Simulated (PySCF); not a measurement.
Vertical excitations of a molecule C5H8O from TDDFT-PBE/def2-SVPD run with PySCF, as energy in eV (oscillator strength): 5.20 (0.010), 5.92 (0.004), 6.13 (0.012), 6.52 (0.024), 6.59 (0.024), 6.75 (0.025), 6.85 (0.037), 6.86 (0.116), 7.05 (0.022), 7.09 (0.034). Lowest triplet (TDA): 4.36 eV. Geometry: B3LYP-D3(BJ)/def2-SVP. One conformer was computed; it need not be the lowest.

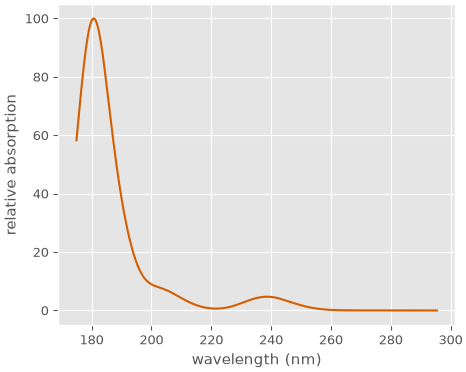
The lines broadened by 0.4 eV.

Task: Pick the molecule that these values belong to.
A. OC[C@@H]1C=CC1
B. CC1(C=O)CC1
C. C1=CCOCC1
D. CC1(C)C=CO1

Result: C, C1=CCOCC1
